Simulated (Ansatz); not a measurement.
ClF₂Ge (SMILES [F][Ge]([F])[Cl]) (doublet)

The calculation's input:

```
crystal:
  periodic: [false, false, false]
  atoms:
    - {symbol: F, position_ang: [0.933483, 0.779757, 1.107722]}
    - {symbol: Ge, position_ang: [-0.287940, -0.198973, 0.381810]}
    - {symbol: F, position_ang: [0.571250, -1.541652, -0.278297]}
    - {symbol: Cl, position_ang: [-1.161293, 0.900568, -1.231535]}
basis:
  gaussian: {orbitals: def2-TZVPP}
magnetization: {spin_polarized: true, initial_magnetization: 1}
hamiltonian: {xc: pbe0, dispersion: d4}
output: {orbitals: {seedname: orbitals}}
```

Command:

```sh
ansatz run in.yaml --threads 2 --pin off --events-out ev --progress --plain --max-ram 32768MiB --backend cpu
```

Geometry: PBE0-D4/def2-TZVP.

All numbers below come from UKS PBE0-D4/def2-TZVPP in Ansatz 0.2.0.

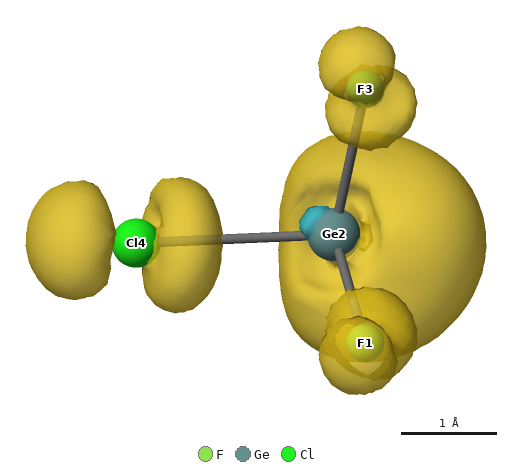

Figure 1. Isosurfaces of the spin density (α minus β) at +0.03 (yellow) and −0.03 e/Å³ (cyan), seen at a tilt.

Question: Describe the spin distribution.

Answer: The unpaired spin (1 electron) lies mostly on Ge2 (about 0.7), Cl4 (about 0.2), F1 (about 0.1) and F3 (about 0.1), in electrons by Hirshfeld's partition.

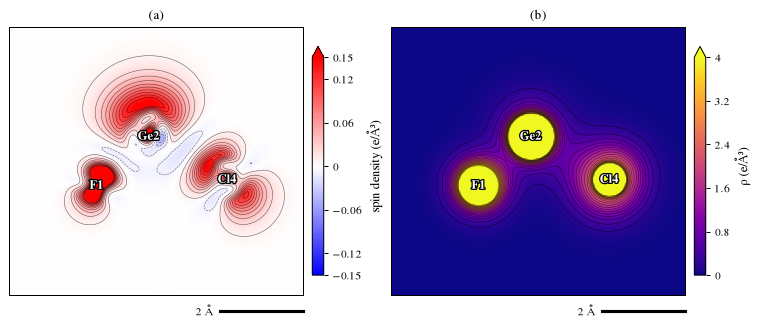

Figure 2. (a) spin density (α minus β); (b) total electron density on the plane of atoms F1, Ge2 and Cl4.

Question: What does the map show?

Answer: The plane passes through F, Ge and Cl nuclei. Ge–F (1.73 Å): ρ is about 1 e/Å³ halfway. Ge–Cl (2.14 Å): the density is about 0.8 e/Å³ at the midpoint.

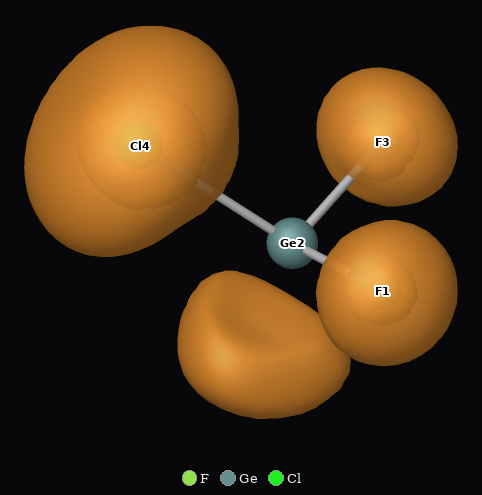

Figure 3. Isosurface of the electron localisation function at 0.75 (orange), seen at an oblique angle. Only the valence region is drawn (cores and ρ < 0.01 e/Å³ removed).

Question: Identify the bonds, lone pairs and shells in this picture.

Answer: The ELF exceeds this value in one lobe on Ge, pointing away from the bonds (non-bonding electrons), one region wrapped around Cl (its valence shell) and two regions wrapped around F (the valence shell of each). Profiles from the grid: Ge–F (1.73 Å): the ELF peaks at about 0.80 in the valence shell of F, 0.5 Å from its nucleus, and is about 0.25 at the midpoint. Ge–Cl (2.14 Å): the ELF peaks at about 0.80 in the valence shell of Cl, 0.9 Å from its nucleus, and is about 0.70 at the midpoint.
